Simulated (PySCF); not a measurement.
Run report: C4H12N2Si, NMR shielding calculation

C4H12N2Si, computed with GIAO PBE0/pcSseg-1 NMR shielding, non-relativistic, gas phase (PySCF 2.14.0).

The geometry comes from this level: GFN2-xTB, MD frame at 800 fs, 600 K. It belongs to a series of runs on one base structure; here: MD frame at 800 fs, 600 K. Figures and captions count atoms from 1; the log counts them from 0 in places.

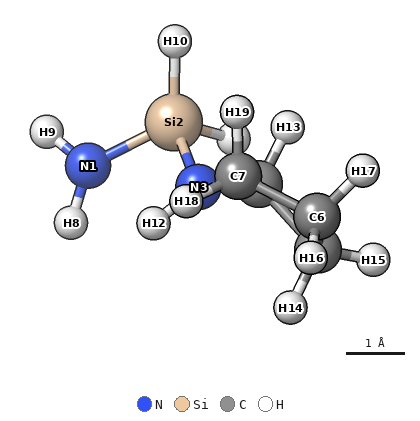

*The input geometry (ball-and-stick view, seen at a tilt; atoms are numbered from 1 in the order of the input).*

Bond lengths as drawn: C–C 1.54 to 1.59 Å, C–H 1.07 to 1.14 Å, C–N 1.42 Å, H–N 1.01 to 1.04 Å, H–Si 1.41 to 1.43 Å and N–Si 1.68 to 1.70 Å.

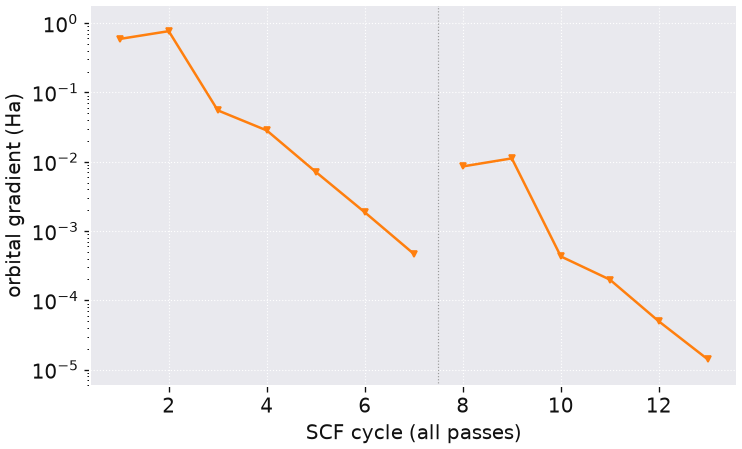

*Convergence of the self-consistent field: orbital gradient against the SCF cycle. The dotted line marks the change from a coarse to the final integration grid.*

The first 7 cycles use a coarse grid, the final grid takes over at cycle 8, and the field converges after 13 cycles in all.

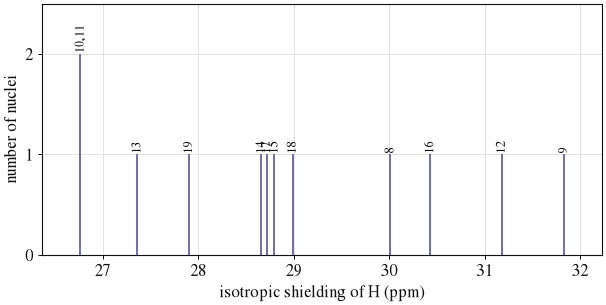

*Isotropic shieldings of the hydrogen nuclei in this fixed geometry, labelled by atom number; shielding grows to the right, so chemical shift grows to the left.*

The least shielded is H10 (26.7 ppm), the most shielded H9 (31.8 ppm).

These pictures come from the run below.

## The input
```
{"job": {"kind": "nmr", "xc": "PBE0", "basis": "pcSseg-1", "pop": false}, "charge": 0, "multiplicity": 1}
N      3.755600     0.691700     0.266400
Si     2.593500    -0.545400     0.200600
N      1.307900     0.532000     0.270300
C     -0.070900     0.273200     0.501200
C     -1.344800     0.860100    -0.245200
C     -2.114000     0.816300     1.096900
C     -0.704400     0.767900     1.817400
H      3.806200     1.639200    -0.147200
H      4.666300     0.424000     0.612300
H      2.684700    -1.633600     1.131200
H      2.322900    -1.064800    -1.080300
H      1.601600     1.500000     0.487700
H     -0.081100    -0.855400     0.599600
H     -1.266600     1.956400    -0.461100
H     -1.775900     0.399100    -1.154700
H     -2.670100     1.692600     1.345800
H     -2.674900    -0.161000     1.295600
H     -0.423700     1.699500     2.359400
H     -0.539600    -0.108100     2.496900
```

The first line tells a small driver script what to run in PySCF; the rest is the geometry in Å.

Launched with:
```bash
OMP_NUM_THREADS=1 python <driver script> task.json out
```

## What the program printed
```
coarse grid: 15536 points
cycle   1  E = -558.0041508651  dE =  7.396e-01  |g| = 5.911e-01  |ddm| = 3.835e+00
cycle   2  E = -557.9550223574  dE =  4.913e-02  |g| = 7.656e-01  |ddm| = 1.321e+00
cycle   3  E = -558.0847178270  dE = -1.297e-01  |g| = 5.511e-02  |ddm| = 8.212e-01
cycle   4  E = -558.0852534598  dE = -5.356e-04  |g| = 2.828e-02  |ddm| = 8.222e-02
cycle   5  E = -558.0854355791  dE = -1.821e-04  |g| = 7.131e-03  |ddm| = 2.999e-02
cycle   6  E = -558.0854465787  dE = -1.100e-05  |g| = 1.864e-03  |ddm| = 7.874e-03
cycle   7  E = -558.0854472749  dE = -6.962e-07  |g| = 4.682e-04  |ddm| = 1.924e-03
final grid: 143208 points
cycle   8  E = -558.1221045253  dE = -3.070e-05  |g| = 8.555e-03  |ddm| = 3.208e-02
cycle   9  E = -558.1220931129  dE =  1.141e-05  |g| = 1.118e-02  |ddm| = 1.828e-02
cycle  10  E = -558.1221221353  dE = -2.902e-05  |g| = 4.301e-04  |ddm| = 1.010e-02
cycle  11  E = -558.1221221690  dE = -3.377e-08  |g| = 1.992e-04  |ddm| = 5.900e-04
cycle  12  E = -558.1221221775  dE = -8.495e-09  |g| = 4.975e-05  |ddm| = 1.948e-04
cycle  13  E = -558.1221221781  dE = -5.380e-10  |g| = 1.405e-05  |ddm| = 6.271e-05
converged SCF energy = -558.1221221781

GIAO shielding tensors (ppm)
atom      isotropic    diamagn.    paramagn.     s11        s22        s33       span
  0 N      257.543     312.803     -55.260    215.376    258.820    298.435     83.059
  1 Si     391.846     881.698    -489.852    329.686    394.322    451.531    121.845
  2 N      200.540     321.716    -121.176    130.889    190.056    280.674    149.785
  3 C      126.660     237.046    -110.387     94.412    140.556    145.011     50.599
  4 C      142.340     245.027    -102.687    114.344    140.826    171.851     57.507
  5 C      166.638     253.736     -87.098    160.342    167.348    172.223     11.881
  6 C      143.802     254.015    -110.213    109.532    140.638    181.234     71.702
  7 H       30.012      29.377       0.635     22.536     28.085     39.415     16.880
  8 H       31.829      26.252       5.577     23.985     26.863     44.639     20.654
  9 H       26.745      30.672      -3.927     23.453     24.614     32.167      8.714
 10 H       26.788      32.254      -5.467     22.657     25.197     32.509      9.852
 11 H       31.178      35.704      -4.526     21.868     32.828     38.837     16.969
 12 H       27.362      31.731      -4.369     22.883     28.553     30.648      7.765
 13 H       28.661      30.593      -1.932     25.655     28.214     32.114      6.459
 14 H       28.797      29.720      -0.923     24.951     26.136     35.305     10.355
 15 H       30.428      30.650      -0.222     26.398     27.772     37.113     10.715
 16 H       28.719      29.004      -0.285     25.289     26.425     34.442      9.154
 17 H       28.988      31.510      -2.522     25.809     28.559     32.594      6.785
 18 H       27.901      30.921      -3.020     24.307     26.283     33.114      8.807
```

## Results in brief

| quantity | value |
| --- | --- |
| outcome | converged |
| total energy | −558.122122 hartree |
| HOMO | −6.06 eV |
| LUMO | 0.44 eV |
| dipole moment | 1.79 D |
| isotropic shielding, N | 200.5 to 257.5 ppm |
| isotropic shielding, Si | 391.8 ppm |
| isotropic shielding, C | 126.7 to 166.6 ppm |
| isotropic shielding, H | 26.7 to 31.8 ppm |
| hardware | 1 CPU thread, shared host |
| wall time | 22 s |
| peak memory | 0.88 GiB |
